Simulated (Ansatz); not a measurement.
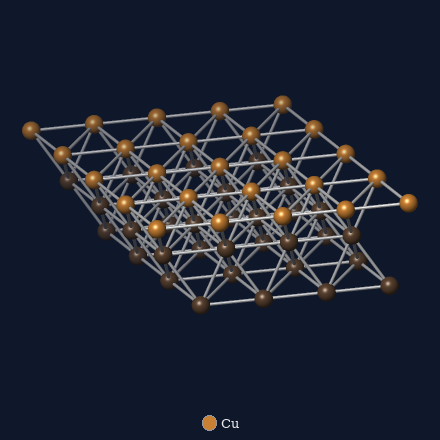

The system is CO on a Cu(111) slab cut from the Fm-3m phase, its upper half relaxed before the scan (12 atoms of substrate and one adsorbate in a 2 × 2 cell); the picture shows it without the atoms that are moved over the map. CO (O end down) is moved over the surface cell at a fixed height above a rigid substrate; the origin of the map has the adsorbate above Cu9; the height is held at 3.00 Å. Places are given modulo a cell vector. The map is drawn in real space over the plane of the surface. The scan uses a 6 × 6 grid; 10 points were computed and 26 follow by symmetry. Places are given in fractions of the 1 × 1 surface cell. Energies are in meV, from the lowest grid point. At a fixed height the lowest place need not be the adsorption site. The runs have no spin polarisation; a magnetic state may lie lower. These are results of Ansatz 0.2.0, DFT PBE+D3(BJ), scalar-relativistic, plane waves, PAW, not measurements. Settings: cutoff 420 eV, k-mesh 6×6×1, gaussian smearing 0.1 eV, no spin polarisation.

Range: position of O13 along the first surface vector from 0.000 to 0.833; position of O13 along the second surface vector from 0.000 to 0.833.

What landscape does the calculation give?

The lowest grid point is at the top site over a surface Cu atom, (0/6, 0/6) of the cell vectors. No other kind of well shows on this grid. The highest grid point, a threefold hollow over a second-layer Cu atom, (2/6, 4/6) of the cell vectors, lies 5.14 meV above the lowest. On the interpolated surface the easiest way out of the lowest well to its copy in the next cell or period passes a barrier of about 4.6 meV.

| second ↓, first → | 0/6 | 1/6 | 2/6 | 3/6 | 4/6 | 5/6 |
| --- | --- | --- | --- | --- | --- | --- |
| 5/6 | 1.14 | 2.86 | 4.58 | 4.58 | 2.86 | 1.14 |
| 4/6 | 3.43 | 4.58 | 5.14 | 4.58 | 3.43 | 2.84 |
| 3/6 | 4.56 | 4.58 | 4.58 | 4.56 | 4.54 | 4.54 |
| 2/6 | 3.43 | 2.86 | 3.43 | 4.54 | 5.08 | 4.54 |
| 1/6 | 1.14 | 1.14 | 2.84 | 4.54 | 4.54 | 2.84 |
| 0/6 | 0.00 | 1.14 | 3.43 | 4.56 | 3.43 | 1.14 |

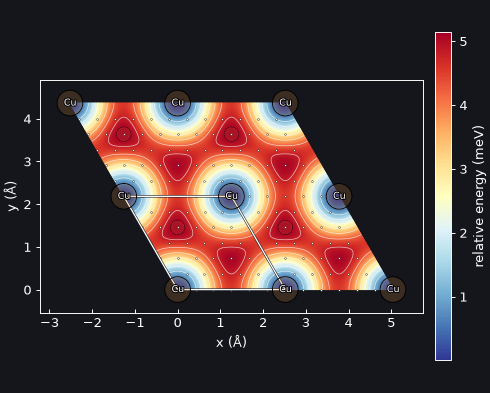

In the figure: a smooth colour map with a few white contour lines, dots at the grid points, labelled circles for the atoms of the top layer and small ones for the second layer, the outline of one cell of the 2 × 2 shown. Between grid points the surface is interpolated.

Each point was launched as `ansatz run input.yaml --threads 4 --pin off --max-ram 12288MiB --backend cpu --events-out ev --progress --plain --runs-dir out`. The whole map (10 points run) took 3.9 min on 4 threads of Intel(R) Xeon(R) Platinum 8488C (Sapphire Rapids), with other jobs on the host.
